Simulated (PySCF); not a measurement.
**BeH3Br, a complex of two parts: interaction energy**

Aim: the interaction energy of `[BeH2]` with `Br`.

Programs: PySCF 2.14.0. All values are calculated, for the isolated system unless a continuum is named. Atoms count from 0, parts from 1.

### 1 Starting point

5 atoms, charge 0, multiplicity 1; geometry: GFN2-xTB. Parts: 1 = atoms 0–2, `[BeH2]`, charge 0; 2 = atoms 3–4, `Br`, charge 0.

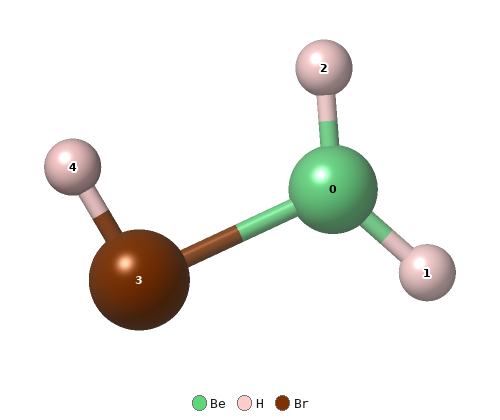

The starting geometry (beryllium green, hydrogen pink, bromine brown), atoms numbered.

### 2 Optimising the geometry at PBE0-D3(BJ)/def2-TZVPD

The job: settings as JSON, then the geometry in Å.

```
{"job": {"xc": "PBE0", "basis": "def2-TZVPD", "d3": "d3bj", "grid": 3, "kind": "geom", "shake": 0.01}, "charge": 0, "multiplicity": 1, "parts": [{"atoms": "0-2", "charge": 0, "multiplicity": 1}, {"atoms": "3-4", "charge": 0, "multiplicity": 1}]}
Be     0.392845    -0.047876    -0.155774
H     -0.542698     0.585010    -0.854007
H      0.449614    -0.638608     0.979901
Br     2.421559    -0.078842    -1.163827
H      3.064258    -0.785074    -0.165279
```

Started as:

```sh
$ OMP_NUM_THREADS=1 python cluster_run.py task.json out
```

This one command runs all jobs of the session in turn.

Output:

```text
step   0  E = -2590.33333890  max force = 0.020456
step   1  E = -2590.33942551  max force = 0.005011
step   2  E = -2590.33969676  max force = 0.002411
step   3  E = -2590.33981390  max force = 0.002023
step   4  E = -2590.33989530  max force = 0.000733
step   5  E = -2590.33991416  max force = 0.000353
step   6  E = -2590.33991871  max force = 0.000198
optimisation converged
```

Wall time 35 s (1 thread of Arm Neoverse N1, shared host); peak memory 0.49 GiB.

Step by step:

```tsv
step	energy from step 0 (eV)	largest force component (eV/Å)
0	0.0000	1.0519
1	-0.1656	0.2577
2	-0.1730	0.1240
3	-0.1762	0.1040
4	-0.1784	0.0377
5	-0.1789	0.0182
6	-0.1790	0.0102
```

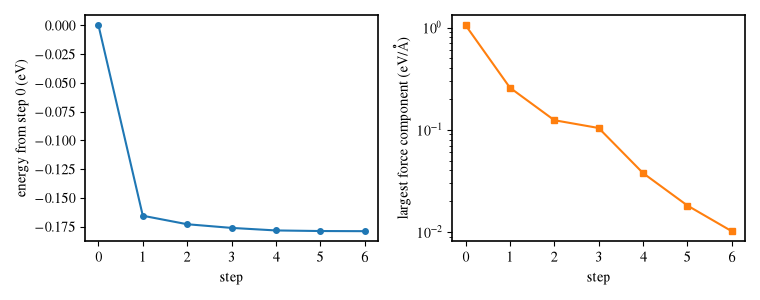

Energy and largest force along the relaxation.

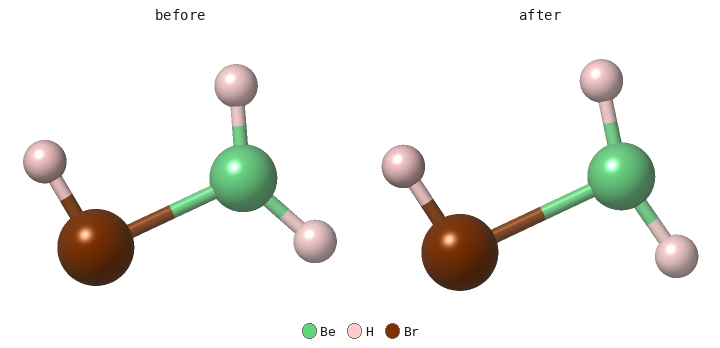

Before and after, at one scale.

Distances of close pairs at the start and the end, largest changes first:

```tsv
bond	before (Å)	after (Å)	change (Å)
Be0–Br3	2.266	2.479	+0.214
Be0–H2	1.281	1.349	+0.067
Br3–H4	1.382	1.425	+0.044
Be0–H1	1.328	1.348	+0.020
```

The end geometry stands in the next job.

```tsv
at the end point	value
point group (found at 0.08 Å tolerance)	Cs
rotational constants (GHz, main isotopes)	92.069, 8.119, 7.461
dipole moment (D)	3.10
```

Contacts at the end point (a selection, picked against the atoms' radii; other short pairs can be missing):

```tsv
atoms	distance (Å)	kind (by distance and angle)	angle (°)
Be0···Br3	2.48	coordination	–
```

Against the parts relaxed at this level the binding energy is -4.93 kcal/mol, without counterpoise.

### 3 Coupled-cluster interaction energy: CCSD(T) and MP2, 2.48 Å

The job: settings as JSON, then the geometry in Å.

```
{"job": {"kind": "intercc", "basis": "aug-cc-pVDZ", "basis_mid": "aug-cc-pVTZ", "basis_large": "aug-cc-pVQZ"}, "charge": 0, "multiplicity": 1, "parts": [{"atoms": "0-2", "charge": 0, "multiplicity": 1}, {"atoms": "3-4", "charge": 0, "multiplicity": 1}]}
Be     0.233799    -0.033091    -0.068296
H     -0.474303     0.644949    -0.993959
H      0.454575    -0.694573     1.085908
Br     2.448275    -0.078597    -1.181779
H      3.170216    -0.794933    -0.183348
```

Method: CCSD(T)/aug-cc-pVDZ and MP2/aug-cc-pVTZ, aug-cc-pVQZ counterpoise interaction energy, frozen core, gas phase.

Output:

```text
part 1, own basis, geometry of the cluster
final grid: 21776 points
cycle   1  E = -15.7504640633  dE = -1.977e-01  |g| = 1.548e-01  |ddm| = 2.661e+00
cycle   2  E = -15.7658361307  dE = -1.537e-02  |g| = 4.382e-02  |ddm| = 4.927e-01
cycle   3  E = -15.7673494549  dE = -1.513e-03  |g| = 3.910e-03  |ddm| = 1.989e-01
cycle   4  E = -15.7673645452  dE = -1.509e-05  |g| = 7.381e-04  |ddm| = 2.065e-02
cycle   5  E = -15.7673650746  dE = -5.294e-07  |g| = 1.180e-04  |ddm| = 3.912e-03
cycle   6  E = -15.7673650871  dE = -1.247e-08  |g| = 9.966e-06  |ddm| = 5.813e-04
cycle   7  E = -15.7673650872  dE = -8.017e-11  |g| = 9.341e-07  |ddm| = 8.558e-05
converged SCF energy = -15.7673650872

part 2, own basis, geometry of the cluster
final grid: 18448 points
cycle   1  E = -2573.0326716693  dE = -1.136e+00  |g| = 2.014e-01  |ddm| = 2.386e+00
cycle   2  E = -2573.0469551486  dE = -1.428e-02  |g| = 7.301e-02  |ddm| = 4.291e-01
cycle   3  E = -2573.0484949377  dE = -1.540e-03  |g| = 1.683e-02  |ddm| = 9.669e-02
cycle   4  E = -2573.0486649078  dE = -1.700e-04  |g| = 5.796e-03  |ddm| = 2.781e-02
cycle   5  E = -2573.0486863382  dE = -2.143e-05  |g| = 1.792e-03  |ddm| = 8.742e-03
cycle   6  E = -2573.0486886741  dE = -2.336e-06  |g| = 3.128e-04  |ddm| = 3.664e-03
cycle   7  E = -2573.0486887476  dE = -7.355e-08  |g| = 5.053e-05  |ddm| = 9.219e-04
cycle   8  E = -2573.0486887489  dE = -1.212e-09  |g| = 7.052e-06  |ddm| = 1.182e-04
cycle   9  E = -2573.0486887489  dE = -3.183e-11  |g| = 1.085e-06  |ddm| = 2.751e-05
converged SCF energy = -2573.0486887489

part 1, own basis, relaxed alone
final grid: 21776 points
cycle   1  E = -15.7556568985  dE = -1.973e-01  |g| = 1.535e-01  |ddm| = 2.679e+00
cycle   2  E = -15.7705661263  dE = -1.491e-02  |g| = 4.275e-02  |ddm| = 4.909e-01
cycle   3  E = -15.7719273680  dE = -1.361e-03  |g| = 2.800e-03  |ddm| = 1.945e-01
cycle   4  E = -15.7719336262  dE = -6.258e-06  |g| = 2.454e-04  |ddm| = 1.598e-02
cycle   5  E = -15.7719336675  dE = -4.132e-08  |g| = 2.423e-05  |ddm| = 2.085e-03
cycle   6  E = -15.7719336680  dE = -4.654e-10  |g| = 2.894e-06  |ddm| = 2.060e-04
converged SCF energy = -15.7719336680

part 2, own basis, relaxed alone
final grid: 18448 points
cycle   1  E = -2573.0328232497  dE = -1.132e+00  |g| = 2.013e-01  |ddm| = 2.392e+00
cycle   2  E = -2573.0470368792  dE = -1.421e-02  |g| = 7.277e-02  |ddm| = 4.297e-01
cycle   3  E = -2573.0485645779  dE = -1.528e-03  |g| = 1.675e-02  |ddm| = 9.648e-02
cycle   4  E = -2573.0487333944  dE = -1.688e-04  |g| = 5.751e-03  |ddm| = 2.772e-02
cycle   5  E = -2573.0487544933  dE = -2.110e-05  |g| = 1.782e-03  |ddm| = 8.669e-03
cycle   6  E = -2573.0487567815  dE = -2.288e-06  |g| = 3.107e-04  |ddm| = 3.626e-03
cycle   7  E = -2573.0487568540  dE = -7.256e-08  |g| = 5.008e-05  |ddm| = 9.165e-04
cycle   8  E = -2573.0487568552  dE = -1.211e-09  |g| = 7.039e-06  |ddm| = 1.178e-04
cycle   9  E = -2573.0487568552  dE = -9.550e-12  |g| = 1.080e-06  |ddm| = 2.751e-05
converged SCF energy = -2573.0487568552

cluster
final grid: 5376 points
cycle   1  E = -2588.8153133927  dE = -1.679e-02  |g| = 5.640e-02  |ddm| = 8.257e-01
cycle   2  E = -2588.8170953958  dE = -1.782e-03  |g| = 1.898e-02  |ddm| = 1.786e-01
cycle   3  E = -2588.8173753671  dE = -2.800e-04  |g| = 7.781e-03  |ddm| = 6.113e-02
cycle   4  E = -2588.8174278499  dE = -5.248e-05  |g| = 1.284e-03  |ddm| = 3.467e-02
cycle   5  E = -2588.8174293383  dE = -1.488e-06  |g| = 3.766e-04  |ddm| = 4.780e-03
cycle   6  E = -2588.8174294189  dE = -8.058e-08  |g| = 1.062e-04  |ddm| = 9.446e-04
cycle   7  E = -2588.8174294301  dE = -1.121e-08  |g| = 2.489e-05  |ddm| = 4.078e-04
cycle   8  E = -2588.8174294308  dE = -6.830e-10  |g| = 7.769e-06  |ddm| = 1.116e-04
converged SCF energy = -2588.8174294308

part 1 in the basis of the cluster
final grid: 5376 points
cycle   1  E = -15.7674034600  dE = -4.513e-05  |g| = 1.371e-03  |ddm| = 1.584e-01
cycle   2  E = -15.7674042687  dE = -8.087e-07  |g| = 2.046e-04  |ddm| = 2.150e-02
cycle   3  E = -15.7674042928  dE = -2.405e-08  |g| = 1.695e-05  |ddm| = 3.954e-03
cycle   4  E = -15.7674042930  dE = -2.344e-10  |g| = 2.306e-06  |ddm| = 2.861e-04
converged SCF energy = -15.7674042930

part 2 in the basis of the cluster
final grid: 5376 points
cycle   1  E = -2573.0487341115  dE = -5.240e-05  |g| = 1.442e-03  |ddm| = 2.036e-01
cycle   2  E = -2573.0487349972  dE = -8.856e-07  |g| = 2.530e-04  |ddm| = 3.260e-02
cycle   3  E = -2573.0487350270  dE = -2.981e-08  |g| = 7.575e-05  |ddm| = 6.485e-03
cycle   4  E = -2573.0487350279  dE = -9.263e-10  |g| = 1.144e-05  |ddm| = 6.711e-04
converged SCF energy = -2573.0487350279

Interaction energy (kcal/mol)
  counterpoise       -5.252
  uncorrected        -7.071
  dispersion part     0.000
  deformation         2.740
  binding            -2.512

Decomposition of the uncorrected value (kcal/mol)
  electrostatic     -15.389
  Pauli              26.379
  orbital           -11.862
  dispersion          0.000
  correlation        -6.199

Charge of each part in the cluster: -0.066 0.066
part 1, own basis, geometry of the cluster
final grid: 21776 points
cycle   1  E = -15.7513933745  dE = -1.984e-01  |g| = 1.566e-01  |ddm| = 2.818e+00
cycle   2  E = -15.7668769105  dE = -1.548e-02  |g| = 4.449e-02  |ddm| = 5.790e-01
cycle   3  E = -15.7684109358  dE = -1.534e-03  |g| = 3.968e-03  |ddm| = 2.451e-01
cycle   4  E = -15.7684262319  dE = -1.530e-05  |g| = 7.728e-04  |ddm| = 2.296e-02
cycle   5  E = -15.7684267874  dE = -5.555e-07  |g| = 1.281e-04  |ddm| = 4.237e-03
cycle   6  E = -15.7684268016  dE = -1.420e-08  |g| = 1.077e-05  |ddm| = 6.889e-04
cycle   7  E = -15.7684268017  dE = -8.806e-11  |g| = 9.856e-07  |ddm| = 1.028e-04
converged SCF energy = -15.7684268017

part 2, own basis, geometry of the cluster
final grid: 18448 points
cycle   1  E = -2573.0350882610  dE = -1.148e+00  |g| = 2.275e-01  |ddm| = 6.960e+00
cycle   2  E = -2573.0497916504  dE = -1.470e-02  |g| = 8.735e-02  |ddm| = 4.700e-01
cycle   3  E = -2573.0514128789  dE = -1.621e-03  |g| = 1.669e-02  |ddm| = 1.286e-01
cycle   4  E = -2573.0515903396  dE = -1.775e-04  |g| = 5.400e-03  |ddm| = 4.095e-02
cycle   5  E = -2573.0516131214  dE = -2.278e-05  |g| = 1.725e-03  |ddm| = 1.471e-02
cycle   6  E = -2573.0516147670  dE = -1.646e-06  |g| = 3.959e-04  |ddm| = 4.502e-03
cycle   7  E = -2573.0516148513  dE = -8.422e-08  |g| = 7.589e-05  |ddm| = 1.249e-03
cycle   8  E = -2573.0516148535  dE = -2.281e-09  |g| = 1.018e-05  |ddm| = 2.407e-04
cycle   9  E = -2573.0516148536  dE = -8.140e-11  |g| = 1.625e-06  |ddm| = 3.688e-05
converged SCF energy = -2573.0516148536

part 1, own basis, relaxed alone
final grid: 21776 points
cycle   1  E = -15.7566100850  dE = -1.980e-01  |g| = 1.549e-01  |ddm| = 2.848e+00
cycle   2  E = -15.7716269892  dE = -1.502e-02  |g| = 4.336e-02  |ddm| = 5.727e-01
cycle   3  E = -15.7730076907  dE = -1.381e-03  |g| = 2.828e-03  |ddm| = 2.411e-01
cycle   4  E = -15.7730138964  dE = -6.206e-06  |g| = 2.457e-04  |ddm| = 1.817e-02
cycle   5  E = -15.7730139383  dE = -4.190e-08  |g| = 2.670e-05  |ddm| = 2.173e-03
cycle   6  E = -15.7730139389  dE = -5.559e-10  |g| = 2.892e-06  |ddm| = 3.528e-04
converged SCF energy = -15.7730139389

part 2, own basis, relaxed alone
final grid: 18448 points
cycle   1  E = -2573.0352439858  dE = -1.144e+00  |g| = 2.274e-01  |ddm| = 6.965e+00
cycle   2  E = -2573.0498765808  dE = -1.463e-02  |g| = 8.727e-02  |ddm| = 4.701e-01
cycle   3  E = -2573.0514871833  dE = -1.611e-03  |g| = 1.663e-02  |ddm| = 1.291e-01
cycle   4  E = -2573.0516636058  dE = -1.764e-04  |g| = 5.350e-03  |ddm| = 4.069e-02
cycle   5  E = -2573.0516861468  dE = -2.254e-05  |g| = 1.679e-03  |ddm| = 1.458e-02
cycle   6  E = -2573.0516877070  dE = -1.560e-06  |g| = 3.916e-04  |ddm| = 4.377e-03
cycle   7  E = -2573.0516877886  dE = -8.166e-08  |g| = 7.526e-05  |ddm| = 1.231e-03
cycle   8  E = -2573.0516877909  dE = -2.233e-09  |g| = 1.017e-05  |ddm| = 2.391e-04
cycle   9  E = -2573.0516877909  dE = -6.230e-11  |g| = 1.623e-06  |ddm| = 3.682e-05
converged SCF energy = -2573.0516877909

cluster
final grid: 5376 points
cycle   1  E = -2588.8193024432  dE = -1.678e-02  |g| = 5.899e-02  |ddm| = 8.047e-01
cycle   2  E = -2588.8210994806  dE = -1.797e-03  |g| = 2.038e-02  |ddm| = 1.739e-01
cycle   3  E = -2588.8213752419  dE = -2.758e-04  |g| = 8.500e-03  |ddm| = 5.821e-02
cycle   4  E = -2588.8214372257  dE = -6.198e-05  |g| = 1.526e-03  |ddm| = 3.707e-02
cycle   5  E = -2588.8214388723  dE = -1.647e-06  |g| = 5.724e-04  |ddm| = 5.281e-03
cycle   6  E = -2588.8214390525  dE = -1.802e-07  |g| = 1.228e-04  |ddm| = 1.828e-03
cycle   7  E = -2588.8214390668  dE = -1.430e-08  |g| = 3.158e-05  |ddm| = 4.667e-04
cycle   8  E = -2588.8214390677  dE = -8.881e-10  |g| = 1.042e-05  |ddm| = 1.132e-04
converged SCF energy = -2588.8214390677

part 1 in the basis of the cluster
final grid: 5376 points
cycle   1  E = -15.7684232580  dE = -2.391e-06  |g| = 2.815e-04  |ddm| = 8.669e-02
cycle   2  E = -15.7684232836  dE = -2.566e-08  |g| = 3.300e-05  |ddm| = 8.804e-03
cycle   3  E = -15.7684232841  dE = -5.242e-10  |g| = 2.643e-06  |ddm| = 1.207e-03
converged SCF energy = -15.7684232841

part 2 in the basis of the cluster
final grid: 5376 points
cycle   1  E = -2573.0516172222  dE = -7.407e-06  |g| = 4.596e-04  |ddm| = 1.526e-01
cycle   2  E = -2573.0516173222  dE = -9.997e-08  |g| = 6.498e-05  |ddm| = 2.244e-02
cycle   3  E = -2573.0516173251  dE = -2.938e-09  |g| = 7.818e-06  |ddm| = 4.047e-03
cycle   4  E = -2573.0516173252  dE = -4.911e-11  |g| = 2.506e-06  |ddm| = 2.278e-04
converged SCF energy = -2573.0516173252

Interaction energy (kcal/mol)
  counterpoise       -5.650
  uncorrected        -7.009
  dispersion part     0.000
  deformation         2.793
  binding            -2.857

Decomposition of the uncorrected value (kcal/mol)
  electrostatic     -15.065
  Pauli              26.050
  orbital           -11.869
  dispersion          0.000
  correlation        -6.125

Charge of each part in the cluster: -0.066 0.066
part 1 in the basis of the cluster: E(HF) = -15.763944748  E2 = -0.052974861  E(CCSD corr) = -0.070156185  (T) = -0.000502613
part 2 in the basis of the cluster: E(HF) = -2572.974180950  E2 = -0.153055870  E(CCSD corr) = -0.167174764  (T) = -0.004029886
cluster: E(HF) = -2588.738641016  E2 = -0.211495906  E(CCSD corr) = -0.241844522  (T) = -0.005281859

Counterpoise interaction energy (kcal/mol)
  hf_small                  -0.323
  mp2_small                 -3.753
  ccsd_small                -3.156
  ccsdt_small               -3.626
  hf_large                  -0.877
  mp2_large                 -5.650
  hf_middle                 -0.810
  mp2_middle                -5.252
  scs_mp2_large             -4.537
  mp2_limit                 -5.891
  ccsdt_less_mp2             0.127
  ccsdt_limit_estimate      -5.764
  bsse_mp2_large             1.359
```

It took 80 s on 1 thread of Arm Neoverse N1, shared host; peak memory 0.73 GiB.

Contacts at this geometry (a selection, picked against the atoms' radii; other short pairs can be missing):

```tsv
atoms	distance (Å)	kind (by distance and angle)	angle (°)
Be0···Br3	2.48	coordination	–
```

Differences are taken before rounding.

```tsv
method	interaction energy (kcal/mol)	from CCSD(T), limit estimate (kcal/mol)
HF/aug-cc-pVDZ	-0.32	+5.44
MP2/aug-cc-pVDZ	-3.75	+2.01
CCSD/aug-cc-pVDZ	-3.16	+2.61
CCSD(T)/aug-cc-pVDZ	-3.63	+2.14
HF/aug-cc-pVQZ	-0.88	+4.89
MP2/aug-cc-pVQZ	-5.65	+0.11
SCS-MP2/aug-cc-pVQZ	-4.54	+1.23
MP2, extrapolated	-5.89	-0.13
CCSD(T), limit estimate	-5.76	0
```

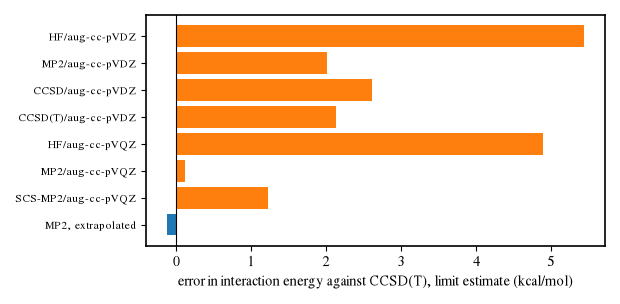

How far each level lands from CCSD(T), limit estimate.

These energies keep the parts at their geometry in the cluster; deforming them to it costs 2.79 kcal/mol (MP2).

### 4 Coupled-cluster interaction energy: CCSD(T) and MP2, 2.60 Å

Settings changed since step 3:

```diff
@@ -4,3 +4,3 @@
 H      0.454575    -0.694573     1.085908
-Br     2.448275    -0.078597    -1.181779
-H      3.170216    -0.794933    -0.183348
+Br     2.558999    -0.080872    -1.237453
+H      3.280940    -0.797208    -0.239022
```

Method: CCSD(T)/aug-cc-pVDZ and MP2/aug-cc-pVTZ, aug-cc-pVQZ counterpoise interaction energy, frozen core, gas phase.

Output:

```text
part 1, own basis, geometry of the cluster: E = -15.7673650872 (as before)

part 2, own basis, geometry of the cluster: E = -2573.0486887489 (as before)

part 1, own basis, relaxed alone: E = -15.7719336680 (as before)

part 2, own basis, relaxed alone: E = -2573.0487568552 (as before)

cluster
final grid: 5376 points
cycle   1  E = -2588.8171037607  dE = -1.225e-02  |g| = 4.726e-02  |ddm| = 6.793e-01
cycle   2  E = -2588.8184150850  dE = -1.311e-03  |g| = 1.598e-02  |ddm| = 1.453e-01
cycle   3  E = -2588.8186218419  dE = -2.068e-04  |g| = 6.462e-03  |ddm| = 5.083e-02
cycle   4  E = -2588.8186585866  dE = -3.674e-05  |g| = 1.082e-03  |ddm| = 2.772e-02
cycle   5  E = -2588.8186596186  dE = -1.032e-06  |g| = 3.167e-04  |ddm| = 4.037e-03
cycle   6  E = -2588.8186596745  dE = -5.590e-08  |g| = 8.840e-05  |ddm| = 7.936e-04
cycle   7  E = -2588.8186596822  dE = -7.691e-09  |g| = 2.106e-05  |ddm| = 3.337e-04
cycle   8  E = -2588.8186596827  dE = -4.957e-10  |g| = 6.587e-06  |ddm| = 9.486e-05
converged SCF energy = -2588.8186596827

part 1 in the basis of the cluster
final grid: 5376 points
cycle   1  E = -15.7673998101  dE = -4.100e-05  |g| = 1.306e-03  |ddm| = 1.504e-01
cycle   2  E = -15.7674005471  dE = -7.370e-07  |g| = 1.944e-04  |ddm| = 2.006e-02
cycle   3  E = -15.7674005689  dE = -2.179e-08  |g| = 1.605e-05  |ddm| = 3.651e-03
cycle   4  E = -15.7674005691  dE = -2.130e-10  |g| = 2.289e-06  |ddm| = 2.592e-04
converged SCF energy = -15.7674005691

part 2 in the basis of the cluster
final grid: 5376 points
cycle   1  E = -2573.0487303676  dE = -4.837e-05  |g| = 1.376e-03  |ddm| = 1.814e-01
cycle   2  E = -2573.0487311979  dE = -8.303e-07  |g| = 2.372e-04  |ddm| = 2.916e-02
cycle   3  E = -2573.0487312260  dE = -2.805e-08  |g| = 6.650e-05  |ddm| = 5.865e-03
cycle   4  E = -2573.0487312267  dE = -7.371e-10  |g| = 1.104e-05  |ddm| = 5.392e-04
converged SCF energy = -2573.0487312267

Interaction energy (kcal/mol)
  counterpoise       -5.349
  uncorrected        -6.905
  dispersion part     0.000
  deformation         2.740
  binding            -2.609

Decomposition of the uncorrected value (kcal/mol)
  electrostatic     -11.770
  Pauli              18.791
  orbital            -8.664
  dispersion          0.000
  correlation        -5.261

Charge of each part in the cluster: -0.055 0.055
part 1, own basis, geometry of the cluster: E = -15.7684268017 (as before)

part 2, own basis, geometry of the cluster: E = -2573.0516148536 (as before)

part 1, own basis, relaxed alone: E = -15.7730139389 (as before)

part 2, own basis, relaxed alone: E = -2573.0516877909 (as before)

cluster
final grid: 5376 points
cycle   1  E = -2588.8210719567  dE = -1.227e-02  |g| = 4.935e-02  |ddm| = 6.500e-01
cycle   2  E = -2588.8223984311  dE = -1.326e-03  |g| = 1.711e-02  |ddm| = 1.403e-01
cycle   3  E = -2588.8226023038  dE = -2.039e-04  |g| = 7.090e-03  |ddm| = 4.875e-02
cycle   4  E = -2588.8226461408  dE = -4.384e-05  |g| = 1.288e-03  |ddm| = 3.010e-02
cycle   5  E = -2588.8226472906  dE = -1.150e-06  |g| = 4.795e-04  |ddm| = 4.506e-03
cycle   6  E = -2588.8226474141  dE = -1.235e-07  |g| = 1.023e-04  |ddm| = 1.540e-03
cycle   7  E = -2588.8226474238  dE = -9.749e-09  |g| = 2.642e-05  |ddm| = 3.907e-04
cycle   8  E = -2588.8226474245  dE = -6.230e-10  |g| = 8.860e-06  |ddm| = 9.508e-05
converged SCF energy = -2588.8226474245

part 1 in the basis of the cluster
final grid: 5376 points
cycle   1  E = -15.7684234765  dE = -2.219e-06  |g| = 2.691e-04  |ddm| = 7.638e-02
cycle   2  E = -15.7684234999  dE = -2.341e-08  |g| = 3.126e-05  |ddm| = 7.252e-03
cycle   3  E = -15.7684235004  dE = -4.743e-10  |g| = 2.539e-06  |ddm| = 9.805e-04
converged SCF energy = -15.7684235004

part 2 in the basis of the cluster
final grid: 5376 points
cycle   1  E = -2573.0516168038  dE = -6.799e-06  |g| = 4.396e-04  |ddm| = 1.392e-01
cycle   2  E = -2573.0516168979  dE = -9.410e-08  |g| = 6.292e-05  |ddm| = 2.022e-02
cycle   3  E = -2573.0516169007  dE = -2.776e-09  |g| = 7.282e-06  |ddm| = 3.616e-03
cycle   4  E = -2573.0516169007  dE = -2.728e-11  |g| = 2.301e-06  |ddm| = 1.899e-04
converged SCF energy = -2573.0516169007

Interaction energy (kcal/mol)
  counterpoise       -5.661
  uncorrected        -6.834
  dispersion part     0.000
  deformation         2.793
  binding            -2.868

Decomposition of the uncorrected value (kcal/mol)
  electrostatic     -11.500
  Pauli              18.548
  orbital            -8.690
  dispersion          0.000
  correlation        -5.192

Charge of each part in the cluster: -0.055 0.055
part 1 in the basis of the cluster: E(HF) = -15.763935536  E2 = -0.052945379  E(CCSD corr) = -0.070132149  (T) = -0.000501320
part 2 in the basis of the cluster: E(HF) = -2572.974153325  E2 = -0.152755946  E(CCSD corr) = -0.166850565  (T) = -0.003996917
cluster: E(HF) = -2588.740089156  E2 = -0.210394077  E(CCSD corr) = -0.240854405  (T) = -0.005156017

Counterpoise interaction energy (kcal/mol)
  hf_small                  -1.255
  mp2_small                 -4.200
  ccsd_small                -3.685
  ccsdt_small               -4.098
  hf_large                  -1.636
  mp2_large                 -5.661
  hf_middle                 -1.586
  mp2_middle                -5.349
  scs_mp2_large             -4.714
  mp2_limit                 -5.853
  ccsdt_less_mp2             0.102
  ccsdt_limit_estimate      -5.750
  bsse_mp2_large             1.173
```

Wall time 76 s (1 thread of Arm Neoverse N1, shared host); peak memory 0.78 GiB.

Contacts at this geometry (a selection, picked against the atoms' radii; other short pairs can be missing):

```tsv
atoms	distance (Å)	kind (by distance and angle)	angle (°)
Be0···Br3	2.60	coordination	–
```

Differences are taken before rounding.

```tsv
method	interaction energy (kcal/mol)	from CCSD(T), limit estimate (kcal/mol)
HF/aug-cc-pVDZ	-1.26	+4.50
MP2/aug-cc-pVDZ	-4.20	+1.55
CCSD/aug-cc-pVDZ	-3.68	+2.07
CCSD(T)/aug-cc-pVDZ	-4.10	+1.65
HF/aug-cc-pVQZ	-1.64	+4.11
MP2/aug-cc-pVQZ	-5.66	+0.09
SCS-MP2/aug-cc-pVQZ	-4.71	+1.04
MP2, extrapolated	-5.85	-0.10
CCSD(T), limit estimate	-5.75	0
```

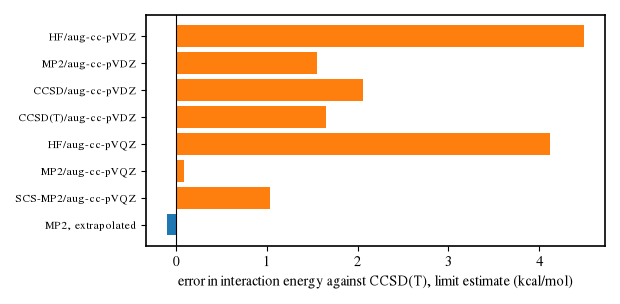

How far each level lands from CCSD(T), limit estimate.

These energies keep the parts at their geometry in the cluster; deforming them to it costs 2.79 kcal/mol (MP2).

(Part 1 of 3 ends here.)
